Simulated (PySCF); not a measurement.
# CH4BNP2: NMR shifts at several levels of theory, part 1 of 2

How much do the NMR shifts of CH4BNP2 (`N#CB(P)P`) depend on the level of theory, and what does each level cost?

The runs use PySCF 2.14.0, with density-fitted response routines of our own; the level of theory stands in each step. All values are computed, except where a source is named. Atoms are numbered from 0 throughout.

## 1. The molecule as given

9 atoms, charge 0, multiplicity 1; geometry from: GFN2-xTB. The atoms were then displaced at random by about 0.01 Å, so the start is not that level's minimum.

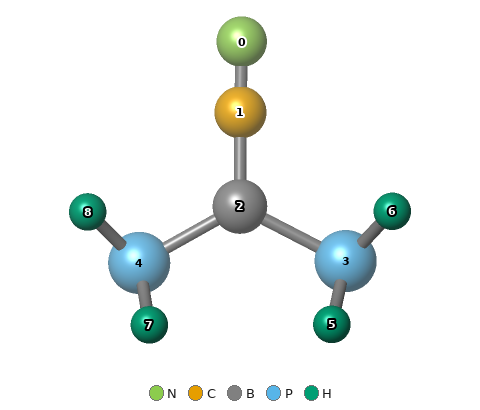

As it starts; nitrogen green, carbon amber, boron grey, phosphorus blue, hydrogen teal, atoms numbered.

## 2. Optimising the geometry at PBE0-D3(BJ)/def2-SVP

What the job is given:

```
{"job": {"xc": "PBE0", "basis": "def2-SVP", "d3": "d3bj", "grid": 1, "shake": 0.01, "kind": "geom"}, "charge": 0, "multiplicity": 1}
N      0.359590     2.810920     0.265310
C      0.160630     1.719520     0.022900
B     -0.059620     0.241810    -0.218060
P      1.382820    -0.723560    -1.016860
P     -1.781420    -0.448620    -0.070860
H      1.270600    -1.920630    -0.329500
H      2.449050    -0.231130    -0.323120
H     -1.518760    -1.664170     0.525840
H     -2.205090     0.198710     1.110620
```

Command:

```bash
OMP_NUM_THREADS=1 python probes_run.py task.json out
```

One launch serves the whole session: the jobs run in the order shown.

Output:

```text
step   0  E = -802.09761146  max force = 0.067585
step   1  E = -802.10288402  max force = 0.006715
step   2  E = -802.10315938  max force = 0.001692
step   3  E = -802.10320124  max force = 0.000729
step   4  E = -802.10321841  max force = 0.000834
step   5  E = -802.10322325  max force = 0.000316
optimisation converged
```

Wall time 28 s (1 thread of Arm Neoverse N1, shared host); peak memory 0.41 GiB.

The steps of the relaxation:

```csv
step,energy from step 0 (eV),largest force component (eV/Å)
0,0.0000,3.4754
1,-0.1435,0.3453
2,-0.1510,0.0870
3,-0.1521,0.0375
4,-0.1526,0.0429
5,-0.1527,0.0162
```

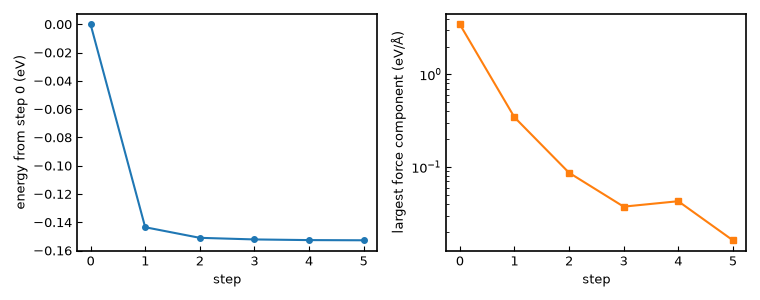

Energy and force, step by step.

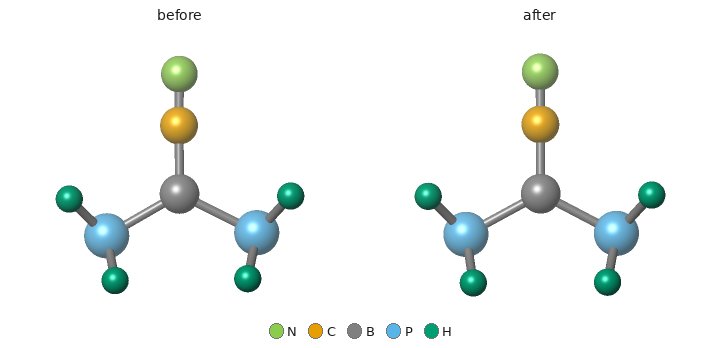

The geometry before (left) and after (right).

Distances of close pairs at the start and the end, largest changes first:

```csv
bond,before (Å),after (Å),change (Å)
P3–H6,1.364,1.420,+0.056
P4–H7,1.379,1.421,+0.041
P3–H5,1.385,1.421,+0.036
B2–P4,1.861,1.889,+0.028
N0–C1,1.136,1.162,+0.026
C1–B2,1.513,1.535,+0.021
B2–P3,1.911,1.890,-0.021
P4–H8,1.412,1.420,+0.008
```

The final coordinates are the input of the step that follows.

```csv
at the end point,value
point group (found at 0.08 Å tolerance),Cs
"rotational constants (GHz, main isotopes)","2.675, 2.650, 1.352"
dipole moment (D),3.63
```

## 3. Shielding tensors: PBE0/pcSseg-2

What the job is given:

```
{"job": {"kind": "nmr", "xc": "PBE0", "basis": "pcSseg-2", "pop": false}, "charge": 0, "multiplicity": 1}
N      0.398311     2.846589     0.246306
C      0.218740     1.717811     0.037066
B     -0.003930     0.216993    -0.193536
P      1.400252    -0.760423    -0.996142
P     -1.771889    -0.434656    -0.058088
H      1.276022    -2.013457    -0.337727
H      2.510108    -0.244178    -0.276592
H     -1.551036    -1.720112     0.505404
H     -2.202314     0.246183     1.111640
```

With the program's defaults for keys left out, this is: GIAO PBE0/pcSseg-2 NMR shielding, non-relativistic, gas phase.

Output:

```text
coarse grid: 8968 points
cycle   1  E = -802.4334226246  dE =  3.345e-01  |g| = 3.207e-01  |ddm| = 2.218e+00
cycle   2  E = -802.3596359485  dE =  7.379e-02  |g| = 6.568e-01  |ddm| = 5.576e-01
cycle   3  E = -802.4580485229  dE = -9.841e-02  |g| = 9.275e-02  |ddm| = 3.675e-01
cycle   4  E = -802.4597955924  dE = -1.747e-03  |g| = 4.173e-02  |ddm| = 1.037e-01
cycle   5  E = -802.4603228866  dE = -5.273e-04  |g| = 8.859e-03  |ddm| = 4.432e-02
cycle   6  E = -802.4603452169  dE = -2.233e-05  |g| = 3.015e-03  |ddm| = 1.128e-02
cycle   7  E = -802.4603473401  dE = -2.123e-06  |g| = 3.755e-04  |ddm| = 3.482e-03
final grid: 78752 points
cycle   8  E = -802.4738183353  dE = -4.151e-05  |g| = 4.875e-03  |ddm| = 3.086e-02
cycle   9  E = -802.4738145881  dE =  3.747e-06  |g| = 6.102e-03  |ddm| = 9.835e-03
cycle  10  E = -802.4738249509  dE = -1.036e-05  |g| = 1.213e-03  |ddm| = 5.904e-03
cycle  11  E = -802.4738252028  dE = -2.519e-07  |g| = 5.528e-04  |ddm| = 7.839e-04
cycle  12  E = -802.4738252651  dE = -6.224e-08  |g| = 1.661e-04  |ddm| = 4.196e-04
cycle  13  E = -802.4738252727  dE = -7.633e-09  |g| = 2.886e-05  |ddm| = 1.609e-04
cycle  14  E = -802.4738252729  dE = -2.320e-10  |g| = 6.452e-06  |ddm| = 3.750e-05
converged SCF energy = -802.4738252729

GIAO shielding tensors (ppm)
atom      isotropic    diamagn.    paramagn.     s11        s22        s33       span
  0 N     -154.657     331.651    -486.309   -296.419   -248.155     80.601    377.019
  1 C       52.033     266.542    -214.509    -74.975    -68.169    299.243    374.218
  2 B       13.249     198.423    -185.174   -120.749     24.319    136.178    256.927
  3 P      447.834     966.883    -519.049    317.772    466.207    559.522    241.750
  4 P      447.887     966.975    -519.087    317.986    466.072    559.603    241.617
  5 H       27.451      29.873      -2.421     22.922     26.823     32.609      9.688
  6 H       27.333      29.338      -2.005     23.388     25.595     33.015      9.627
  7 H       27.449      29.916      -2.467     22.917     26.810     32.621      9.705
  8 H       27.327      29.423      -2.096     23.375     25.600     33.006      9.631
```

Wall time 34 s (1 thread of Arm Neoverse N1, shared host); peak memory 0.91 GiB.

The references, computed at this level on geometries of the same kind, shield at (ppm): ¹H TMS 31.25, ¹³C TMS 184.1, ¹⁵N NH3 261.7, ³¹P H3PO4 296.6, ¹¹B BF3·OEt2 99.1. Their shielding less the atom's gives the shift. The references are single molecules in the gas phase, so shifts against H2O, NH3, PH3, H3PO4 or CFCl3 are not on the usual liquid scales and can be off by tens of ppm. Atoms listed in one row are averaged.

```
         atoms                           environment  σ (ppm)  δ (ppm)
            C1                        nitrile carbon     52.0    132.1
H5, H6, H7, H8  hydrogen on a phosphorus bonded to B    27.39     3.85
            N0                      nitrile nitrogen   -154.7    416.3
            B2                boron bonded to C, 2 P     13.2     85.8
        P3, P4           phosphorus bonded to B, 2 H    447.9   -151.3
```

## 4. NMR shieldings: mPW1PW91/pcSseg-2

Settings changed since step 3:

```diff
@@ -1,2 +1,2 @@
-{"job": {"kind": "nmr", "xc": "PBE0", "basis": "pcSseg-2", "pop": false}, "charge": 0, "multiplicity": 1}
+{"job": {"kind": "nmr", "xc": "mPW1PW91", "basis": "pcSseg-2", "pop": false}, "charge": 0, "multiplicity": 1}
 N      0.398311     2.846589     0.246306
```

Level: GIAO mPW1PW91/pcSseg-2 NMR shielding, non-relativistic, gas phase.

Output:

```text
coarse grid: 8968 points
cycle   1  E = -802.8395809106  dE =  3.348e-01  |g| = 3.265e-01  |ddm| = 2.211e+00
cycle   2  E = -802.7592292357  dE =  8.035e-02  |g| = 6.818e-01  |ddm| = 5.737e-01
cycle   3  E = -802.8657932113  dE = -1.066e-01  |g| = 8.915e-02  |ddm| = 3.829e-01
cycle   4  E = -802.8674574937  dE = -1.664e-03  |g| = 4.075e-02  |ddm| = 1.041e-01
cycle   5  E = -802.8679567588  dE = -4.993e-04  |g| = 9.145e-03  |ddm| = 4.386e-02
cycle   6  E = -802.8679807753  dE = -2.402e-05  |g| = 2.899e-03  |ddm| = 1.129e-02
cycle   7  E = -802.8679827043  dE = -1.929e-06  |g| = 3.978e-04  |ddm| = 3.350e-03
final grid: 78752 points
cycle   8  E = -802.8804482968  dE = -3.283e-05  |g| = 3.988e-03  |ddm| = 3.044e-02
cycle   9  E = -802.8804465797  dE =  1.717e-06  |g| = 4.585e-03  |ddm| = 7.721e-03
cycle  10  E = -802.8804524034  dE = -5.824e-06  |g| = 6.730e-04  |ddm| = 4.670e-03
cycle  11  E = -802.8804525049  dE = -1.015e-07  |g| = 2.788e-04  |ddm| = 6.789e-04
cycle  12  E = -802.8804525137  dE = -8.747e-09  |g| = 1.807e-04  |ddm| = 2.017e-04
cycle  13  E = -802.8804525214  dE = -7.739e-09  |g| = 2.711e-05  |ddm| = 1.283e-04
cycle  14  E = -802.8804525216  dE = -2.084e-10  |g| = 4.377e-06  |ddm| = 3.054e-05
converged SCF energy = -802.8804525216

GIAO shielding tensors (ppm)
atom      isotropic    diamagn.    paramagn.     s11        s22        s33       span
  0 N     -155.834     331.640    -487.474   -298.635   -249.614     80.746    379.381
  1 C       51.642     266.398    -214.755    -75.642    -68.862    299.431    375.073
  2 B       13.254     198.531    -185.277   -120.408     24.493    135.676    256.084
  3 P      444.697     967.041    -522.344    316.386    463.045    554.660    238.274
  4 P      444.753     967.133    -522.381    316.601    462.915    554.742    238.141
  5 H       27.533      29.921      -2.389     23.009     26.922     32.667      9.659
  6 H       27.414      29.386      -1.972     23.468     25.704     33.070      9.602
  7 H       27.531      29.965      -2.435     23.004     26.908     32.679      9.675
  8 H       27.408      29.472      -2.064     23.455     25.709     33.061      9.606
```

Wall time 34 s (1 thread of Arm Neoverse N1, shared host); peak memory 0.91 GiB.

Key values: δ C1 131.9, N0 416.3, B2 85.9, P3 -149.8, H5 3.82 ppm (means over like atoms).

## 5. Shielding tensors: WP04/pcSseg-2

Settings changed since step 4:

```diff
@@ -1,2 +1,2 @@
-{"job": {"kind": "nmr", "xc": "mPW1PW91", "basis": "pcSseg-2", "pop": false}, "charge": 0, "multiplicity": 1}
+{"job": {"kind": "nmr", "xc": "WP04", "basis": "pcSseg-2", "pop": false}, "charge": 0, "multiplicity": 1}
 N      0.398311     2.846589     0.246306
```

Level: GIAO WP04/pcSseg-2 NMR shielding, non-relativistic, gas phase.

Output:

```text
coarse grid: 8968 points
cycle   1  E = -812.7776563086  dE =  3.005e-01  |g| = 5.340e-01  |ddm| = 2.195e+00
cycle   2  E = -812.5110825748  dE =  2.666e-01  |g| = 1.153e+00  |ddm| = 1.026e+00
cycle   3  E = -812.8249254898  dE = -3.138e-01  |g| = 2.840e-01  |ddm| = 7.318e-01
cycle   4  E = -812.8438881948  dE = -1.896e-02  |g| = 4.671e-02  |ddm| = 2.039e-01
cycle   5  E = -812.8443777575  dE = -4.896e-04  |g| = 3.138e-02  |ddm| = 7.799e-02
cycle   6  E = -812.8446723583  dE = -2.946e-04  |g| = 4.394e-03  |ddm| = 3.185e-02
cycle   7  E = -812.8446779256  dE = -5.567e-06  |g| = 1.127e-03  |ddm| = 6.372e-03
final grid: 78752 points
cycle   8  E = -812.8635313444  dE = -5.187e-05  |g| = 3.142e-03  |ddm| = 3.644e-02
cycle   9  E = -812.8635310968  dE =  2.476e-07  |g| = 3.139e-03  |ddm| = 6.518e-03
cycle  10  E = -812.8635338228  dE = -2.726e-06  |g| = 3.734e-04  |ddm| = 3.195e-03
cycle  11  E = -812.8635338512  dE = -2.837e-08  |g| = 2.133e-04  |ddm| = 5.823e-04
cycle  12  E = -812.8635338567  dE = -5.524e-09  |g| = 1.634e-04  |ddm| = 2.323e-04
cycle  13  E = -812.8635338625  dE = -5.764e-09  |g| = 3.123e-05  |ddm| = 8.918e-05
cycle  14  E = -812.8635338627  dE = -2.419e-10  |g| = 3.921e-06  |ddm| = 2.893e-05
converged SCF energy = -812.8635338627

GIAO shielding tensors (ppm)
atom      isotropic    diamagn.    paramagn.     s11        s22        s33       span
  0 N     -153.847     328.846    -482.693   -302.238   -254.042     94.739    396.977
  1 C       41.891     265.355    -223.464    -85.959    -79.242    290.873    376.833
  2 B        6.107     198.652    -192.546   -126.923     20.593    124.650    251.573
  3 P      405.373     969.723    -564.350    294.879    424.677    496.563    201.684
  4 P      405.435     969.816    -564.381    295.112    424.550    496.642    201.530
  5 H       28.306      30.733      -2.427     23.963     27.889     33.068      9.105
  6 H       28.177      30.042      -1.866     24.369     26.801     33.360      8.992
  7 H       28.304      30.776      -2.472     23.958     27.877     33.077      9.119
  8 H       28.171      30.131      -1.959     24.356     26.806     33.353      8.997
```

Wall time 35 s (1 thread of Arm Neoverse N1, shared host); peak memory 0.91 GiB.

This run: δ C1 130.2, N0 398.6, B2 88.1, P3 -117.6, H5 3.37 ppm (means over like atoms).

## 6. NMR shieldings: B97-2/pcSseg-2

Settings changed since step 5:

```diff
@@ -1,2 +1,2 @@
-{"job": {"kind": "nmr", "xc": "WP04", "basis": "pcSseg-2", "pop": false}, "charge": 0, "multiplicity": 1}
+{"job": {"kind": "nmr", "xc": "B97-2", "basis": "pcSseg-2", "pop": false}, "charge": 0, "multiplicity": 1}
 N      0.398311     2.846589     0.246306
```

With the program's defaults for keys left out, this is: GIAO B97-2/pcSseg-2 NMR shielding, non-relativistic, gas phase.

Output:

```text
coarse grid: 8968 points
cycle   1  E = -802.8397766268  dE =  3.268e-01  |g| = 3.222e-01  |ddm| = 2.220e+00
cycle   2  E = -802.7483656608  dE =  9.141e-02  |g| = 7.089e-01  |ddm| = 5.969e-01
cycle   3  E = -802.8657613466  dE = -1.174e-01  |g| = 9.255e-02  |ddm| = 3.989e-01
cycle   4  E = -802.8676811765  dE = -1.920e-03  |g| = 4.075e-02  |ddm| = 1.096e-01
cycle   5  E = -802.8681729505  dE = -4.918e-04  |g| = 1.089e-02  |ddm| = 4.491e-02
cycle   6  E = -802.8682078511  dE = -3.490e-05  |g| = 2.352e-03  |ddm| = 1.227e-02
cycle   7  E = -802.8682090132  dE = -1.162e-06  |g| = 5.263e-04  |ddm| = 3.067e-03
final grid: 78752 points
cycle   8  E = -802.8790135089  dE = -5.210e-05  |g| = 3.966e-03  |ddm| = 4.413e-02
cycle   9  E = -802.8790090193  dE =  4.490e-06  |g| = 5.350e-03  |ddm| = 6.841e-03
cycle  10  E = -802.8790158275  dE = -6.808e-06  |g| = 2.304e-03  |ddm| = 4.704e-03
cycle  11  E = -802.8790168430  dE = -1.015e-06  |g| = 8.903e-04  |ddm| = 1.469e-03
cycle  12  E = -802.8790170328  dE = -1.898e-07  |g| = 1.042e-04  |ddm| = 6.942e-04
cycle  13  E = -802.8790170358  dE = -2.953e-09  |g| = 2.034e-05  |ddm| = 1.318e-04
cycle  14  E = -802.8790170359  dE = -8.561e-11  |g| = 7.152e-06  |ddm| = 2.590e-05
converged SCF energy = -802.8790170359

GIAO shielding tensors (ppm)
atom      isotropic    diamagn.    paramagn.     s11        s22        s33       span
  0 N     -144.872     332.041    -476.914   -285.834   -238.720     89.937    375.771
  1 C       53.518     266.940    -213.422    -71.000    -64.104    295.658    366.657
  2 B       18.089     198.641    -180.552   -109.995     28.831    135.432    245.427
  3 P      450.858     967.260    -516.401    330.601    466.031    555.943    225.343
  4 P      450.912     967.355    -516.443    330.812    465.903    556.022    225.210
  5 H       27.651      30.072      -2.421     23.133     27.052     32.767      9.634
  6 H       27.525      29.521      -1.996     23.589     25.849     33.138      9.548
  7 H       27.649      30.117      -2.468     23.128     27.039     32.778      9.650
  8 H       27.519      29.610      -2.091     23.576     25.854     33.129      9.553
```

Wall time 35 s (1 thread of Arm Neoverse N1, shared host); peak memory 0.91 GiB.

In short: δ C1 129.9, N0 404.5, B2 82.0, P3 -147.7, H5 3.77 ppm (means over like atoms).

## 7. NMR shieldings: BHandHLYP/pcSseg-2

Settings changed since step 6:

```diff
@@ -1,2 +1,2 @@
-{"job": {"kind": "nmr", "xc": "B97-2", "basis": "pcSseg-2", "pop": false}, "charge": 0, "multiplicity": 1}
+{"job": {"kind": "nmr", "xc": "BHandHLYP", "basis": "pcSseg-2", "pop": false}, "charge": 0, "multiplicity": 1}
 N      0.398311     2.846589     0.246306
```

Level: GIAO BHandHLYP/pcSseg-2 NMR shielding, non-relativistic, gas phase.

Output:

```text
coarse grid: 8968 points
cycle   1  E = -802.7508804830  dE =  3.872e-01  |g| = 3.688e-01  |ddm| = 2.163e+00
cycle   2  E = -802.7109901754  dE =  3.989e-02  |g| = 6.120e-01  |ddm| = 5.440e-01
cycle   3  E = -802.7943712247  dE = -8.338e-02  |g| = 4.320e-02  |ddm| = 3.219e-01
cycle   4  E = -802.7949930357  dE = -6.218e-04  |g| = 1.936e-02  |ddm| = 7.843e-02
cycle   5  E = -802.7951105414  dE = -1.175e-04  |g| = 4.263e-03  |ddm| = 2.361e-02
cycle   6  E = -802.7951179746  dE = -7.433e-06  |g| = 1.120e-03  |ddm| = 6.282e-03
final grid: 78752 points
cycle   7  E = -802.8048162010  dE = -1.148e-05  |g| = 1.390e-03  |ddm| = 1.471e-02
cycle   8  E = -802.8048164757  dE = -2.747e-07  |g| = 9.185e-04  |ddm| = 2.079e-03
cycle   9  E = -802.8048166439  dE = -1.681e-07  |g| = 4.851e-04  |ddm| = 8.994e-04
cycle  10  E = -802.8048166977  dE = -5.380e-08  |g| = 1.900e-04  |ddm| = 3.153e-04
cycle  11  E = -802.8048167085  dE = -1.088e-08  |g| = 4.254e-05  |ddm| = 1.600e-04
cycle  12  E = -802.8048167100  dE = -1.487e-09  |g| = 1.902e-05  |ddm| = 6.937e-05
cycle  13  E = -802.8048167104  dE = -3.242e-10  |g| = 6.293e-06  |ddm| = 3.520e-05
converged SCF energy = -802.8048167104

GIAO shielding tensors (ppm)
atom      isotropic    diamagn.    paramagn.     s11        s22        s33       span
  0 N     -160.995     329.843    -490.839   -309.619   -252.512     79.144    388.763
  1 C       56.260     267.716    -211.456    -78.882    -69.783    317.445    396.327
  2 B       11.759     197.471    -185.712   -125.810     24.994    136.093    261.904
  3 P      450.912     966.157    -515.245    332.848    462.912    556.977    224.129
  4 P      450.958     966.244    -515.285    333.048    462.773    557.054    224.006
  5 H       27.897      30.107      -2.209     23.324     27.305     33.063      9.738
  6 H       27.793      29.579      -1.786     23.713     26.195     33.471      9.758
  7 H       27.895      30.149      -2.254     23.320     27.293     33.072      9.752
  8 H       27.787      29.661      -1.874     23.700     26.200     33.463      9.763
```

It took 36 s on 1 thread of Arm Neoverse N1, shared host; peak memory 0.91 GiB.

Key values: δ C1 128.0, N0 420.8, B2 91.8, P3 -147.3, H5 3.61 ppm (means over like atoms).

## 8. Shielding tensors: CAM-B3LYP/pcSseg-2

Settings changed since step 7:

```diff
@@ -1,2 +1,2 @@
-{"job": {"kind": "nmr", "xc": "BHandHLYP", "basis": "pcSseg-2", "pop": false}, "charge": 0, "multiplicity": 1}
+{"job": {"kind": "nmr", "xc": "CAM-B3LYP", "basis": "pcSseg-2", "pop": false}, "charge": 0, "multiplicity": 1}
 N      0.398311     2.846589     0.246306
```

Method: GIAO CAM-B3LYP/pcSseg-2 NMR shielding, non-relativistic, gas phase.

Output:

```text
coarse grid: 8968 points
cycle   1  E = -802.7733342125  dE =  3.537e-01  |g| = 3.954e-01  |ddm| = 2.162e+00
cycle   2  E = -802.7103676746  dE =  6.297e-02  |g| = 7.073e-01  |ddm| = 5.957e-01
cycle   3  E = -802.8188198419  dE = -1.085e-01  |g| = 4.466e-02  |ddm| = 3.576e-01
cycle   4  E = -802.8193737491  dE = -5.539e-04  |g| = 2.139e-02  |ddm| = 7.777e-02
cycle   5  E = -802.8195045765  dE = -1.308e-04  |g| = 4.008e-03  |ddm| = 2.282e-02
cycle   6  E = -802.8195107704  dE = -6.194e-06  |g| = 8.095e-04  |ddm| = 6.620e-03
final grid: 78752 points
cycle   7  E = -802.8336624474  dE = -1.765e-05  |g| = 2.052e-03  |ddm| = 1.768e-02
cycle   8  E = -802.8336627212  dE = -2.738e-07  |g| = 1.586e-03  |ddm| = 3.057e-03
cycle   9  E = -802.8336631961  dE = -4.749e-07  |g| = 7.000e-04  |ddm| = 1.319e-03
cycle  10  E = -802.8336632948  dE = -9.874e-08  |g| = 1.819e-04  |ddm| = 4.068e-04
cycle  11  E = -802.8336633037  dE = -8.932e-09  |g| = 4.697e-05  |ddm| = 1.645e-04
cycle  12  E = -802.8336633046  dE = -8.804e-10  |g| = 1.254e-05  |ddm| = 6.206e-05
converged SCF energy = -802.8336633046

GIAO shielding tensors (ppm)
atom      isotropic    diamagn.    paramagn.     s11        s22        s33       span
  0 N     -153.082     330.166    -483.247   -301.149   -248.267     90.172    391.321
  1 C       51.797     265.715    -213.918    -80.477    -71.831    307.700    388.177
  2 B        4.190     197.473    -193.284   -138.244     16.491    134.322    272.566
  3 P      437.966     966.608    -528.642    312.476    450.317    551.105    238.629
  4 P      438.012     966.692    -528.680    312.689    450.159    551.187    238.497
  5 H       27.705      29.946      -2.241     23.205     27.130     32.779      9.575
  6 H       27.615      29.414      -1.798     23.627     26.007     33.212      9.584
  7 H       27.702      29.985      -2.283     23.200     27.117     32.790      9.589
  8 H       27.609      29.488      -1.878     23.614     26.011     33.203      9.589
```

It took 48 s on 1 thread of Arm Neoverse N1, shared host; peak memory 1.1 GiB.

In short: δ C1 130.8, N0 414.9, B2 93.7, P3 -154.3, H5 3.68 ppm (means over like atoms).

## 9. Nuclear shieldings: wB97X-D/pcSseg-2

Settings changed since step 8:

```diff
@@ -1,2 +1,2 @@
-{"job": {"kind": "nmr", "xc": "CAM-B3LYP", "basis": "pcSseg-2", "pop": false}, "charge": 0, "multiplicity": 1}
+{"job": {"kind": "nmr", "xc": "wB97X-D", "basis": "pcSseg-2", "pop": false}, "charge": 0, "multiplicity": 1}
 N      0.398311     2.846589     0.246306
```

Method: GIAO wB97X-D/pcSseg-2 NMR shielding, non-relativistic, gas phase.

Output:

```text
coarse grid: 8968 points
cycle   1  E = -802.7566247468  dE =  3.653e-01  |g| = 4.396e-01  |ddm| = 2.173e+00
cycle   2  E = -802.7041870598  dE =  5.244e-02  |g| = 7.099e-01  |ddm| = 6.211e-01
cycle   3  E = -802.8136047696  dE = -1.094e-01  |g| = 4.587e-02  |ddm| = 3.641e-01
cycle   4  E = -802.8142660213  dE = -6.613e-04  |g| = 2.143e-02  |ddm| = 8.116e-02
cycle   5  E = -802.8144041747  dE = -1.382e-04  |g| = 4.748e-03  |ddm| = 2.294e-02
cycle   6  E = -802.8144139636  dE = -9.789e-06  |g| = 1.523e-03  |ddm| = 9.553e-03
final grid: 78752 points
cycle   7  E = -802.8317379889  dE = -1.478e-04  |g| = 6.084e-03  |ddm| = 4.718e-02
cycle   8  E = -802.8317346533  dE =  3.336e-06  |g| = 7.615e-03  |ddm| = 1.056e-02
cycle   9  E = -802.8317469859  dE = -1.233e-05  |g| = 1.662e-03  |ddm| = 4.461e-03
cycle  10  E = -802.8317475778  dE = -5.918e-07  |g| = 4.664e-04  |ddm| = 1.144e-03
cycle  11  E = -802.8317476481  dE = -7.040e-08  |g| = 8.427e-05  |ddm| = 7.756e-04
cycle  12  E = -802.8317476534  dE = -5.295e-09  |g| = 3.557e-05  |ddm| = 2.516e-04
cycle  13  E = -802.8317476546  dE = -1.120e-09  |g| = 1.142e-05  |ddm| = 9.442e-05
cycle  14  E = -802.8317476547  dE = -1.467e-10  |g| = 2.836e-06  |ddm| = 3.217e-05
converged SCF energy = -802.8317476547

GIAO shielding tensors (ppm)
atom      isotropic    diamagn.    paramagn.     s11        s22        s33       span
  0 N     -152.643     330.697    -483.340   -301.018   -249.670     92.760    393.778
  1 C       53.872     266.485    -212.613    -76.510    -68.312    306.439    382.949
  2 B       12.632     198.145    -185.513   -122.492     24.186    136.201    258.693
  3 P      453.781     967.059    -513.279    335.446    464.712    561.185    225.739
  4 P      453.822     967.146    -513.324    335.628    464.581    561.256    225.628
  5 H       27.712      29.956      -2.244     23.148     27.070     32.919      9.771
  6 H       27.611      29.408      -1.798     23.558     25.916     33.358      9.800
  7 H       27.710      29.997      -2.288     23.143     27.057     32.929      9.786
  8 H       27.604      29.487      -1.883     23.544     25.920     33.349      9.805
```

It took 48 s on 1 thread of Arm Neoverse N1, shared host; peak memory 1 GiB.

Key values: δ C1 130.5, N0 412.7, B2 87.3, P3 -160.7, H5 3.70 ppm (means over like atoms).

(Continued in part 2 of 2.)
